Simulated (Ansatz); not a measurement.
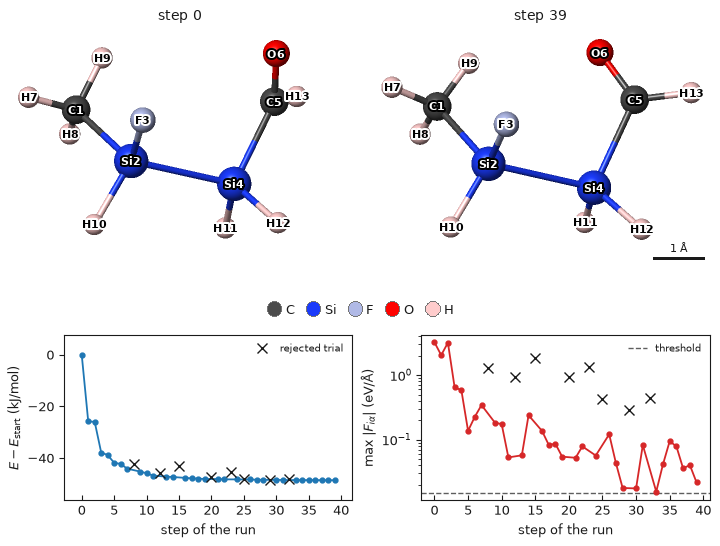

First and last geometry of a relaxation of C2H7FOSi2, with the history of the run. The picture is a ball-and-stick view, seen at a tilt.

The run prepares an end point of a later path (torsion) calculation, from a guessed geometry.

Computed with RKS B3LYP-D4/def2-SVP in Ansatz 0.2.0. (no spin polarisation; force threshold 0.015 eV/Å; at most 40 steps)

> What do the curves and the structures tell?

The relaxation stopped without meeting its thresholds, so the last structure isn't shown to be converged. It used up its limit of 40 steps. O6 moves most after the best rigid fit: 1.39 Å. By element the largest moves are O 1.39 Å, H 1.31 Å, F 0.14 Å, Si 0.11 Å, C 0.08 Å. Some distances before and after: Si2–Si4 2.255 → 2.354 Å, Si4–C5 1.859 → 1.946 Å, Si4–H11 1.567 → 1.496 Å, C1–H9 1.171 → 1.101 Å. Among the angles between lasting bonds that change: C1–Si2–H10 107.6° → 112.2°, H8–C1–H9 103.7° → 108.2°, C1–Si2–Si4 113.9° → 110.2°. Groups turn about Si4–C5 by about 85°. After 31 accepted moves (39 points after the start) the energy has fallen by 48.6 kJ/mol. Largest force component: 3.2 eV/Å at the start, 0.022 eV/Å at the end. The line search rejected the trial steps at points 8, 12, 15, 20, 23, 25, 29, 32 of the run. The run took 2.8 min on 2 threads of Arm Neoverse V1, on a shared host, peak memory 0.32 GiB.

```csv
step,"E − E(0), kJ/mol","largest force component, eV/Å",note
0,0.00,3.2226,
1,-25.76,2.0354,
2,-25.98,3.1718,
3,-37.84,0.6447,
4,-38.82,0.5854,
5,-41.82,0.1368,
6,-42.26,0.2257,
7,-44.08,0.3428,
8,-42.43,1.3055,rejected
9,-45.22,0.1830,
10,-45.87,0.1738,
12,-45.65,0.9304,rejected
13,-47.18,0.0571,
15,-42.91,1.8609,rejected
16,-47.67,0.1367,
18,-47.96,0.0859,
19,-48.10,0.0545,
21,-48.11,0.0523,
22,-48.23,0.0785,
24,-48.25,0.0567,
25,-48.19,0.4273,rejected
27,-48.39,0.0433,
28,-48.41,0.0178,
30,-48.45,0.0175,
31,-48.48,0.0824,
33,-48.52,0.0156,
34,-48.54,0.0413,
36,-48.55,0.0785,
37,-48.56,0.0358,
39,-48.58,0.0217,
```
